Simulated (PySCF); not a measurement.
**AlB2FH2 (SMILES [F][Al]1[BH][BH]1): density, localisation and related maps**

Input file:

```
from pyscf import gto, dft

system = gto.Mole()
system.atom = 'geometry.xyz'
system.verbose = 3
system.charge = 0
system.max_memory = 3720
system.spin = 0
system.basis = 'def2-tzvpd'
system.build()

mf = dft.RKS(system)
mf.xc = 'pbe0'
mf = mf.density_fit(auxbasis='def2-universal-jkfit')
mf.grids.level = 3
mf.max_cycle = 100
mf.conv_tol = 1e-09
mf.kernel()
if not mf.converged:
    mf = mf.newton().run(mf.mo_coeff, mf.mo_occ)

e_final = mf.e_tot
print('E = %.10f Eh' % e_final)
grad = mf.nuc_grad_method().kernel()
dip = mf.dip_moment()
pop, q = mf.mulliken_pop()
```

Launched as:

```sh
OMP_NUM_THREADS=2 python job.py
```

Geometry: PBE0-D3(BJ)/def2-SVP.

These are results of PySCF, Gaussian-basis quantum chemistry of an isolated molecule with PySCF, energy and nuclear gradient, functional PBE0, not measurements.

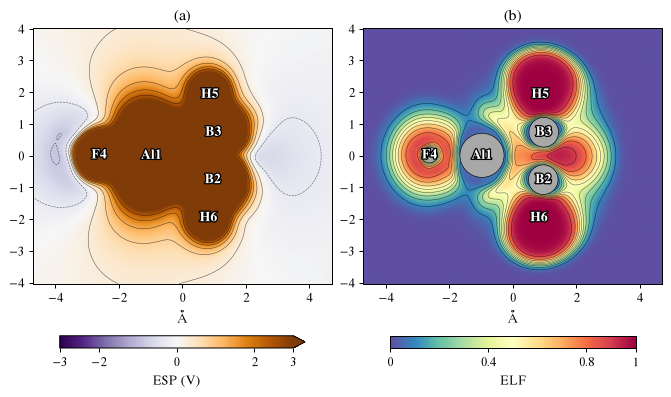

Figure 1. (a) electrostatic potential; (b) ELF on the molecular plane. Grey discs cover the atomic cores in the ELF map.

Q: Interpret the plot.

A:
- The plane passes through Al, B, F and H nuclei.
- B–B (1.49 Å): the ELF peaks at about 0.90 between the atoms; a covalent bond.
- Al–F (1.66 Å): the ELF peaks at about 0.85 in the valence shell of F, 0.6 Å from its nucleus, and is about 0.40 at the midpoint.
- Al–B (2.08 Å): the ELF peaks at about 0.70 in the valence shell of B, 1.0 Å from its nucleus, and is about 0.65 at the midpoint.
- B–H (1.20 Å): the ELF climbs to about 1 towards the hydrogen, as it does in any bond to H: a covalent bond by its length.
- The ELF also peaks beside F4, away from the bonds: lone-pair regions.
- Outside the dense part of the molecule the potential is most negative (−0.9 V) near F4.

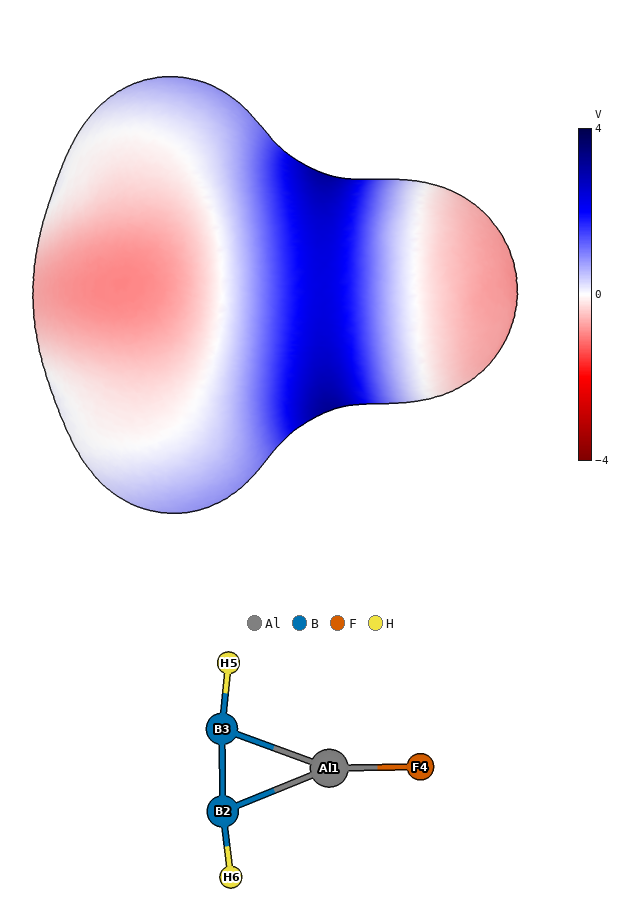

Figure 2. The molecular electrostatic potential painted on the density surface at 0.002 e/bohr³, seen at a tilt; red is negative and blue positive. The bare structure is drawn below in the same view.

Q: Which sites attract a positive test charge, and which a negative one?

A: A positive charge is drawn to the negative regions and a negative charge to the positive ones. The most negative region (about −0.9 V) lies over H5, the most positive (about +3.0 V) over Al1.

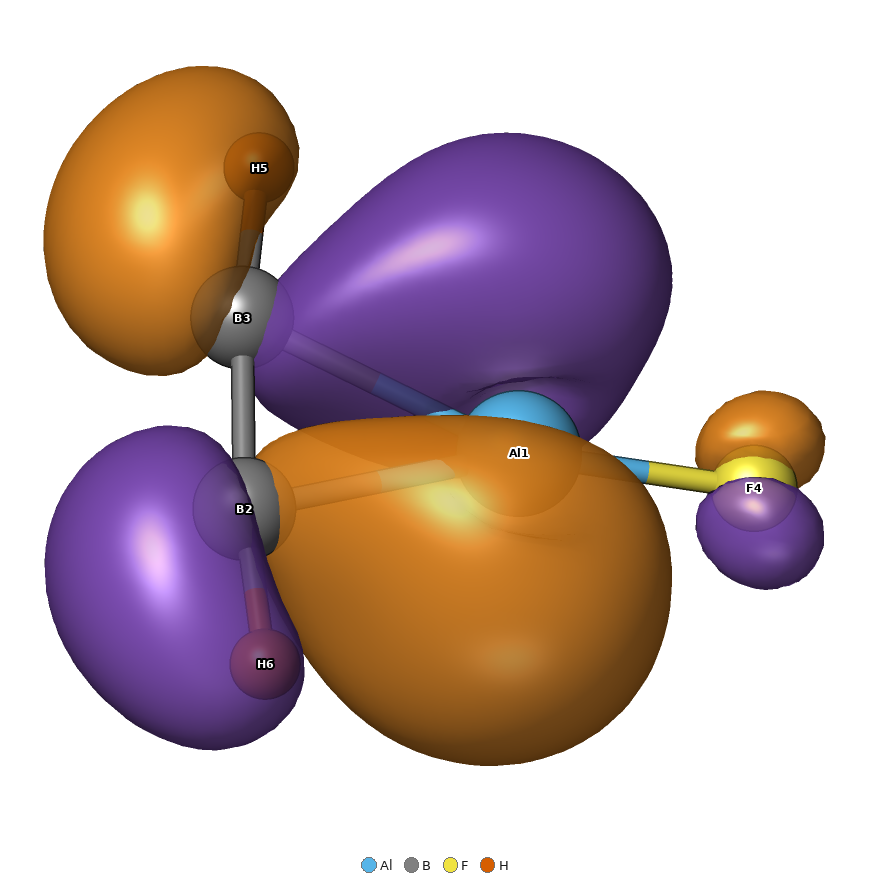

Figure 3. One frontier orbital at ±0.1 Å⁻³ᐟ² (orange and purple are the two phases), seen at a tilt.

Q: Which orbital is it: HOMO or LUMO?

A: The LUMO, at −2.31 eV. It lies mainly on Al1 (about 50 %), B2 (about 20 %) and B3 (about 20 %); it is symmetric in the molecular plane (an in-plane orbital: σ, lone-pair or in-plane π type).
